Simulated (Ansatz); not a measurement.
# CsGa3: a Ga atom hops into a vacancy

One Ga atom is taken out of a 1×1×2 supercell of CsGa3. How high is the barrier for its neighbour Ga9, 2.80 Å away, to move into the hole? The program relaxes both ends, then the band.

All numbers below are computed with Ansatz 0.2.0 (DFT LDA, plane waves, PAW, scalar-relativistic, no spin polarisation).

## Step 1: The system as given

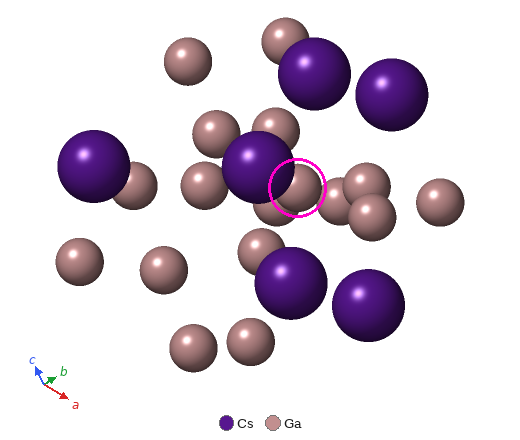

The starting structure, seen slightly off an axis (caesium purple, gallium pink). Each atom of the cell is drawn once, at one copy chosen for all pictures, so bonds across the cell's faces may be missing. Ringed: Ga9.

The empty site lies at (1.95, 0.00, -6.13) Å, and Ga9 starts at (3.13, 1.81, -4.34) Å. All atoms were shaken by about 0.02 Å to break the symmetry.

Its coordinates follow in the input file.

## Step 2: Relaxing the ends and the band

crystal.atoms is the first end and neb.final_atoms the second, which differs in Ga9 alone.

Contents of input.yaml:

```yaml
crystal:
  lattice:
    - [-3.16176893, 3.16176893, 7.82850624]
    - [3.16176893, -3.16176893, 7.82850624]
    - [6.32353786, 6.32353786, -15.65701248]
  atoms:
    - { symbol: Cs, position: [-0.00169181, -0.00631016, -0.00079362] }
    - { symbol: Ga, position: [0.60484974, 0.30336776, 0.34882521] }
    - { symbol: Ga, position: [0.70240297, 0.39326589, 0.15270611] }
    - { symbol: Ga, position: [0.08974697, 0.39768039, 0.34930756] }
    - { symbol: Ga, position: [0.49569376, 0.50437667, 0.00158723] }
    - { symbol: Ga, position: [0.77701484, 0.56090932, 0.39229517] }
    - { symbol: Ga, position: [0.43969758, 0.22649003, 0.10966106] }
    - { symbol: Ga, position: [0.77653024, 0.98469892, 0.10541393] }
    - { symbol: Ga, position: [0.00897657, 0.21708608, 0.39027797] }
    - { symbol: Cs, position: [0.36519012, 0.8627185, 0.24799759] }
    - { symbol: Cs, position: [0.13185302, 0.63784572, 0.25063704] }
    - { symbol: Cs, position: [-0.00201715, -0.00152802, 0.49754975] }
    - { symbol: Ga, position: [0.60932784, 0.29067248, 0.84148934] }
    - { symbol: Ga, position: [0.70042411, 0.39467863, 0.65280363] }
    - { symbol: Ga, position: [0.61061695, 0.9150994, 0.65529885] }
    - { symbol: Ga, position: [0.0911491, 0.39351611, 0.8484929] }
    - { symbol: Ga, position: [0.4971662, 0.49866866, 0.49787655] }
    - { symbol: Ga, position: [0.77168265, 0.55837286, 0.88992424] }
    - { symbol: Ga, position: [0.42994316, 0.22254371, 0.60434953] }
    - { symbol: Ga, position: [0.77582636, 0.98720606, 0.60541022] }
    - { symbol: Ga, position: [0.00642911, 0.22232828, 0.89240259] }
    - { symbol: Cs, position: [0.36378009, 0.8621187, 0.74861791] }
    - { symbol: Cs, position: [0.13195865, 0.63045653, 0.7487886] }
kpoints:
  mp_grid: { grid: [3, 3, 2] }
magnetization:
  spin_polarized: false
scf:
  occupations: { method: gaussian, width: 0.1 }
hamiltonian:
  pseudopotentials: { kind: paw }
  xc: lda
basis:
  ecutwfc: 420
neb:
  images: 3
  relax_end_points: true
  climbing: true
  f_tol: 0.1
  max_iterations: 40
  order_check: false
  final_atoms:
    - { symbol: Cs, position: [-0.00169181, -0.00631016, -0.00079362] }
    - { symbol: Ga, position: [0.60484974, 0.30336776, 0.34882521] }
    - { symbol: Ga, position: [0.70240297, 0.39326589, 0.15270611] }
    - { symbol: Ga, position: [0.08974697, 0.39768039, 0.34930756] }
    - { symbol: Ga, position: [0.49569376, 0.50437667, 0.00158723] }
    - { symbol: Ga, position: [0.77701484, 0.56090932, 0.39229517] }
    - { symbol: Ga, position: [0.43969758, 0.22649003, 0.10966106] }
    - { symbol: Ga, position: [0.77653024, 0.98469892, 0.10541393] }
    - { symbol: Ga, position: [-0.39107958, -0.08356229, 0.1542223] }
    - { symbol: Cs, position: [0.36519012, 0.8627185, 0.24799759] }
    - { symbol: Cs, position: [0.13185302, 0.63784572, 0.25063704] }
    - { symbol: Cs, position: [-0.00201715, -0.00152802, 0.49754975] }
    - { symbol: Ga, position: [0.60932784, 0.29067248, 0.84148934] }
    - { symbol: Ga, position: [0.70042411, 0.39467863, 0.65280363] }
    - { symbol: Ga, position: [0.61061695, 0.9150994, 0.65529885] }
    - { symbol: Ga, position: [0.0911491, 0.39351611, 0.8484929] }
    - { symbol: Ga, position: [0.4971662, 0.49866866, 0.49787655] }
    - { symbol: Ga, position: [0.77168265, 0.55837286, 0.88992424] }
    - { symbol: Ga, position: [0.42994316, 0.22254371, 0.60434953] }
    - { symbol: Ga, position: [0.77582636, 0.98720606, 0.60541022] }
    - { symbol: Ga, position: [0.00642911, 0.22232828, 0.89240259] }
    - { symbol: Cs, position: [0.36378009, 0.8621187, 0.74861791] }
    - { symbol: Cs, position: [0.13195865, 0.63045653, 0.7487886] }
```

Launch:

```bash
$ ansatz run input.yaml --threads 4 --pin off --max-ram 8192MiB --backend cpu --events-out ev --progress --plain --runs-dir out
```

The program printed (excerpt; [...] marks lines left out):

```text
Warning: neb: disabling space-group detection — the band's intermediate images generally break the endpoint symmetry, so no spatial operation reduces the k-mesh or symmetrises the density, except that a semilocal band can use its path's symmetry ahead of convergence; time reversal is [...]
Warning: RAYON_NUM_THREADS=4 ignored (pool sized by the plan → 4); use --threads N
[...]
Pseudopotentials: kind: paw
Pseudopotential: Cs, paw, valence charge 9, recommended cutoff 420 eV (normal), Cs.paw.azcp
Pseudopotential: Ga, paw, valence charge 13, recommended cutoff 420 eV (normal), Ga.paw.azcp
Functional definition: SPW92
[...]
parallel-image band execution: 3 concurrent image workers
NEB image 0
Crystal: 23 atoms, lattice volume = 626.079 Å³
Basis set: ecut = 420 eV, 12173 PW (Γ), FFT grids on a1+a2+a3, a2, −a1+a2
Bands: 165, of which v1, the nominal top of the filled ones, is band 138 counted from 1 (137 counted from 0)
Symmetry: 1 space group operations
k-points: 10 of 18 (time reversal used)
[...]
SCF iter   1: F=—  HF=-96051.063395 eV  |F-HF|=—  |Δ(HF+E_count)|=         —  Δρ=4.56e-3  dr2=9.61e-2  ethr=1.77e-3  ⟨swp⟩=7.4  Hψ=7476  notcnv=0  defer=19
[...]
NSCF: frozen V_eff on 10 k-points
NEB image 4
[...]
NSCF: frozen V_eff on 10 k-points
NEB end point (image 0): max|allowed force component| = 9.893e-1 eV/Å (the criterion of neb.relax_end_points is 2.000e-2)
NEB end point (image 4): max|allowed force component| = 8.308e-1 eV/Å (the criterion of neb.relax_end_points is 2.000e-2)
NEB image 0, for its relaxation
[...]
NEB image 0, for its relaxation
[...]
SCF iter   9: F=-96051.457908 eV  HF=-96051.457908 eV  |F-HF|=7.39e-9  |Δ(HF+E_count)|=   4.79e-8  Δρ=1.22e-6  dr2=1.34e-8  ethr=3.64e-11  ⟨swp⟩=4.1  Hψ=5761  notcnv=0
[...]
NEB image 0, for its relaxation
```

## Step 3: More of the same log

Output, continued (excerpt; [...] marks lines left out):

```text
SCF iter   1: F=—  HF=-96051.542428 eV  |F-HF|=—  |Δ(HF+E_count)|=         —  Δρ=5.39e-3  dr2=1.73e-1  ethr=7.34e-4  ⟨swp⟩=5.0  Hψ=4076  notcnv=0  defer=192
[...]
NEB image 0, for its relaxation
[...]
NEB image 0, for its relaxation
[...]
NEB image 0
[...]
NSCF: frozen V_eff on 10 k-points
NEB end point (image 0): relaxed in 35 SCF iterations, 0.514789 eV lower, largest move of an atom 0.359 Å; not tested for a saddle point
NEB image 4, for its relaxation
[...]
NEB image 4, for its relaxation
[...]
NEB image 4, for its relaxation
[...]
NEB image 4, for its relaxation
[...]
NEB image 4, for its relaxation
[...]
NEB image 4, for its relaxation
[...]
SCF iter   3: F=—  HF=-96051.250745 eV  |F-HF|=—  |Δ(HF+E_count)|=   4.21e-4  Δρ=6.43e-5  dr2=9.56e-5  ethr=5.66e-7  ⟨swp⟩=3.0  Hψ=2814  notcnv=0  defer=86
```

## Step 4: More of the same log

The log, continued (excerpt; [...] marks lines left out):

```text
SCF iter   4: F=—  HF=-96051.250837 eV  |F-HF|=—  |Δ(HF+E_count)|=   9.23e-5  Δρ=5.49e-5  dr2=3.12e-5  ethr=3.48e-8  ⟨swp⟩=2.0  Hψ=2771  notcnv=0  defer=86
[...]
NEB image 4
[...]
NSCF: frozen V_eff on 10 k-points
NEB end point (image 4): relaxed in 49 SCF iterations, 0.534596 eV lower, largest move of an atom 0.442 Å; not tested for a saddle point
NEB image 1
[...]
NEB image 2
[...]
NEB image 3
[...]
SCF iter  10: F=-96050.444616 eV  HF=-96050.444617 eV  |F-HF|=3.17e-8  |Δ(HF+E_count)|=   1.90e-7  Δρ=1.95e-6  dr2=5.04e-8  ethr=3.64e-11  ⟨swp⟩=3.0  Hψ=6303  notcnv=0
[...]
NEB iter   1: max|band force component| = 3.027e0 eV/Å  barrier→ = 1.7671 eV  barrier← = 1.4628 eV  Δτ_max = 0.1999 Å  (54 SCF iters)
[...]
NEB iter   4: max|band force component| = 9.209e-2 eV/Å  barrier→ = 0.7599 eV  barrier← = 0.4557 eV  CI = image 2  Δτ_max = 0.0304 Å  (28 SCF iters)
[...]
    - { symbol: Ga, position: [0.6192988950871308, 0.31028319715835223, 0.8517702341528826] }
    - { symbol: Ga, position: [0.6985171953013839, 0.38065133993462463, 0.652998488288106] }
    - { symbol: Ga, position: [0.6161975284656173, 0.9111326180089796, 0.6523514492453608] }
    - { symbol: Ga, position: [0.09909498433890596, 0.3762952359048646, 0.8480440842837715] }
    - { symbol: Ga, position: [0.478712291823685, 0.5039498583416506, 0.4979985859619973] }
    - { symbol: Ga, position: [0.7788349823003143, 0.558618734718251, 0.8911933088011437] }
    - { symbol: Ga, position: [0.4388909549114253, 0.21299406733953574, 0.6042529918666297] }
    - { symbol: Ga, position: [0.7784648110314614, 0.9753717013056054, 0.6014709550701685] }
    - { symbol: Ga, position: [0.01277134354592091, 0.21677052859018386, 0.8917634424053904] }
    - { symbol: Cs, position: [0.3728711441926914, 0.8564173944974897, 0.7431110488564232] }
    - { symbol: Cs, position: [0.147394781984597, 0.6252262960319551, 0.7551517028543485] }
```

Wall time 22 min (4 threads of Arm Neoverse V1, shared host); peak memory 4.3 GiB.

## Step 5: The band, image by image

Images 0 and 4 are the ends. Energies count from image 0; the path length is the program's own measure over all atoms.

| image | path (Å) | energy (eV) | Ga9 x y z (Å) | band force (eV/Å) |
| --- | --- | --- | --- | --- |
| 0 | 0.000 | 0.0000 | 3.22 1.83 -4.30 | - |
| 1 | 0.905 | 0.3703 | 2.94 1.35 -4.73 | 0.098 |
| 2* | 1.836 | 0.7556 | 2.56 0.75 -5.25 | 0.031 |
| 3 | 2.546 | 0.5139 | 2.20 0.36 -5.68 | 0.097 |
| 4 | 3.272 | 0.3043 | 1.91 0.00 -6.02 | - |

The star marks the climbing image.

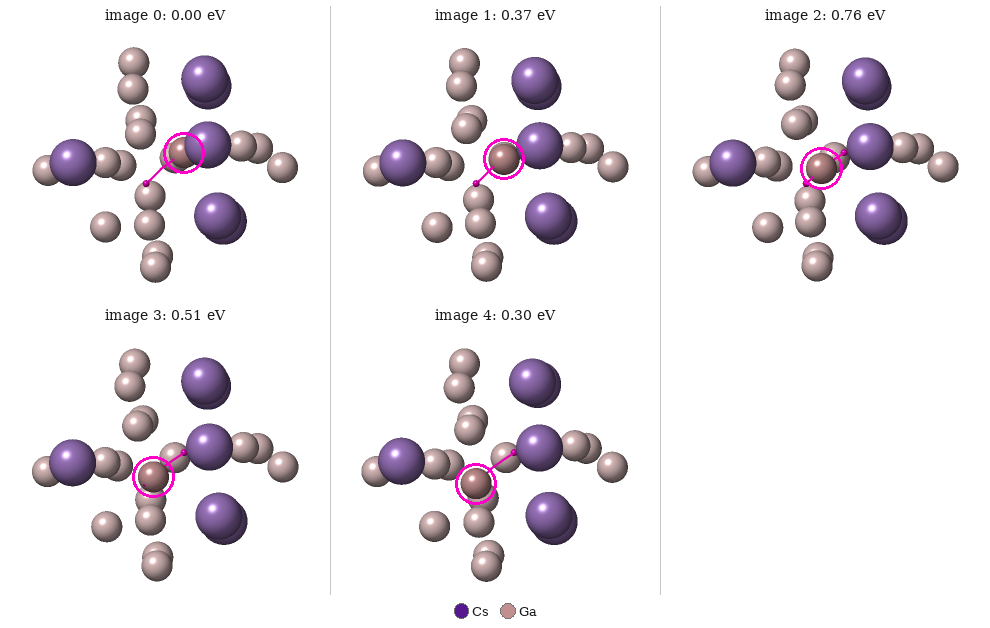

Snapshots along the band, viewed from a free direction. Ringed: Ga9. The magenta line is the track of the ringed atom over the whole band, with dots at its ends. Each atom of the cell is drawn once, at one copy chosen for all pictures, so bonds across the cell's faces may be missing; the others are paled.

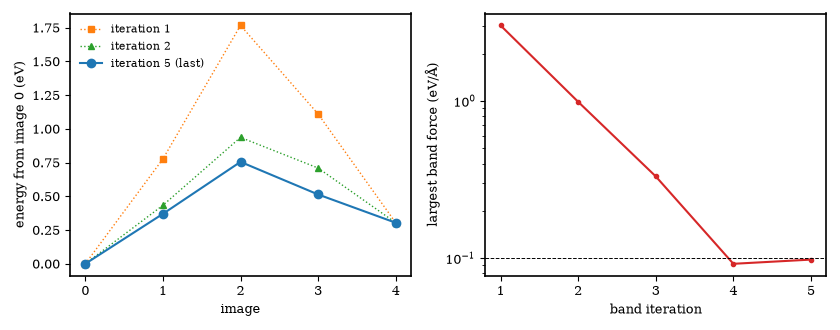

Left: energy of each image for early iterations and the last one (lines only join the points; early values far above the last band run off the scale). Right: the largest band force by iteration, with the threshold dashed.

The top of the band by iteration:

```csv
iteration,highest image above image 0 (eV),largest band force (eV/Å)
1,1.7671,3.027
2,0.9370,0.988
3,0.7685,0.331
4,0.7599,0.092
5,0.7556,0.098
```

Positions of all images (Å):

```xyz
23
Lattice="-3.162 3.162 7.829 3.162 -3.162 7.829 6.324 6.324 -15.657" Properties=species:S:1:pos:R:3 pbc="T T T" image=0 dE=0.0000
Cs    0.019    0.024    0.002
Ga    1.056    3.169    1.949
Ga   -0.016    1.910    6.047
Ga    3.187    1.271   -1.740
Ga   -0.113    0.013    7.729
Ga    1.831    3.148    4.521
Ga    0.046    1.337    3.490
Ga    1.461   -0.004   12.043
Ga    3.217    1.829   -4.301
Cs    3.157   -0.029    5.761
Cs    3.204   -0.084    1.975
Cs    3.227    3.113   -7.785
Ga    4.358    6.289   -6.118
Ga    3.151    5.093   -1.758
Ga    5.029    3.157    1.745
Ga    6.272    4.394   -9.603
Ga    3.040    3.165    0.050
Ga    5.007    6.329   -3.572
Ga    3.189    4.481   -4.313
Ga    4.494    3.151    4.303
Ga    6.340    4.996  -12.154
Cs    6.266    3.178   -2.062
Cs    6.379    3.249   -5.833
23
Lattice="-3.162 3.162 7.829 3.162 -3.162 7.829 6.324 6.324 -15.657" Properties=species:S:1:pos:R:3 pbc="T T T" image=1 dE=0.3703
Cs    0.010    0.008    0.022
Ga    1.316    3.034    1.782
Ga   -0.018    1.821    6.015
Ga    3.195    1.244   -1.926
Ga   -0.035    0.052    7.835
Ga    1.818    3.185    4.451
Ga    0.039    1.383    3.453
Ga    1.321   -0.099   12.216
Ga    2.940    1.348   -4.730
Cs    3.157   -0.005    5.850
Cs    3.196   -0.055    2.040
Cs    3.174    3.198   -7.822
Ga    4.401    6.334   -6.069
Ga    3.130    5.131   -1.780
Ga    5.061    3.185    1.749
Ga    6.246    4.460   -9.566
Ga    3.177    3.115   -0.065
Ga    4.950    6.326   -3.513
Ga    3.121    4.461   -4.347
Ga    4.454    3.173    4.306
Ga    6.303    5.008  -12.148
Cs    6.238    3.178   -2.027
Cs    6.310    3.242   -5.793
23
Lattice="-3.162 3.162 7.829 3.162 -3.162 7.829 6.324 6.324 -15.657" Properties=species:S:1:pos:R:3 pbc="T T T" image=2 dE=0.7556
Cs   -0.002    0.008    0.031
Ga    1.512    3.049    1.758
Ga   -0.035    1.738    5.968
Ga    3.184    1.251   -2.020
Ga    0.040    0.069    7.897
Ga    1.799    3.227    4.390
Ga    0.062    1.352    3.468
Ga    1.271   -0.052   12.335
Ga    2.563    0.748   -5.246
Cs    3.156    0.003    5.892
Cs    3.201   -0.056    2.082
Cs    3.131    3.215   -7.838
Ga    4.409    6.363   -6.059
Ga    3.124    5.134   -1.776
Ga    5.058    3.193    1.743
Ga    6.239    4.486   -9.556
Ga    3.229    3.069   -0.104
Ga    4.939    6.332   -3.483
Ga    3.107    4.535   -4.358
Ga    4.426    3.181    4.313
Ga    6.284    4.994  -12.165
Cs    6.228    3.170   -2.011
Cs    6.286    3.264   -5.775
23
Lattice="-3.162 3.162 7.829 3.162 -3.162 7.829 6.324 6.324 -15.657" Properties=species:S:1:pos:R:3 pbc="T T T" image=3 dE=0.5139
Cs    0.015   -0.001    0.009
Ga    1.424    3.095    1.771
Ga   -0.027    1.759    5.951
Ga    3.176    1.268   -2.032
Ga    0.122    0.074    7.940
Ga    1.793    3.245    4.333
Ga    0.049    1.323    3.472
Ga    1.303   -0.003   12.259
Ga    2.202    0.355   -5.681
Cs    3.152   -0.004    5.874
Cs    3.195   -0.037    2.096
Cs    3.114    3.182   -7.834
Ga    4.413    6.363   -6.057
Ga    3.137    5.101   -1.754
Ga    5.057    3.181    1.743
Ga    6.279    4.448   -9.547
Ga    3.181    3.044   -0.077
Ga    4.963    6.324   -3.478
Ga    3.115    4.563   -4.334
Ga    4.427    3.185    4.330
Ga    6.289    4.965  -12.162
Cs    6.260    3.161   -1.999
Cs    6.279    3.233   -5.787
23
Lattice="-3.162 3.162 7.829 3.162 -3.162 7.829 6.324 6.324 -15.657" Properties=species:S:1:pos:R:3 pbc="T T T" image=4 dE=0.3043
Cs    0.090   -0.040   -0.008
Ga    1.246    3.166    1.803
Ga    0.005    1.830    5.909
Ga    3.169    1.332   -2.085
Ga    0.027   -0.007    7.837
Ga    1.806    3.236    4.284
Ga   -0.019    1.301    3.450
Ga    1.363    0.125   12.120
Ga    1.914   -0.001   -6.018
Cs    3.148   -0.003    5.950
Cs    3.231   -0.027    2.197
Cs    3.070    3.174   -7.835
Ga    4.399    6.334   -6.068
Ga    3.161    5.023   -1.707
Ga    5.045    3.154    1.749
Ga    6.306    4.351   -9.568
Ga    3.117    3.005   -0.023
Ga    5.038    6.380   -3.477
Ga    3.188    4.636   -4.283
Ga    4.444    3.172    4.352
Ga    6.292    4.935  -12.168
Cs    6.335    3.171   -2.018
Cs    6.248    3.125   -5.804
```

## Step 6: Summary of results

```
                    quantity                                                                   value
      relaxation of the ends  0.515 eV lower, moves up to 0.36 Å; 0.535 eV lower, moves up to 0.44 Å
            barrier forwards                                                                 0.76 eV
           barrier backwards                                                                 0.45 eV
second end relative to first                                                               +0.304 eV
               highest image                                                   2 of 0 to 4, climbing
             band iterations                                                                       5
```

The top lies 0.76 eV above the first end, or 29 kT at room temperature; with a typical attempt rate of 10^13 per second that is roughly 10^0 events a second. The second end lies 0.30 eV above the first, so the ends are not equivalent, and the barrier differs by direction (0.76 forwards, 0.45 eV back). The input switches the test of curvatures off, so the top was not shown to be a first-order saddle. In 23 atoms the vacancy feels its images, and neither cell size nor mesh was tested.
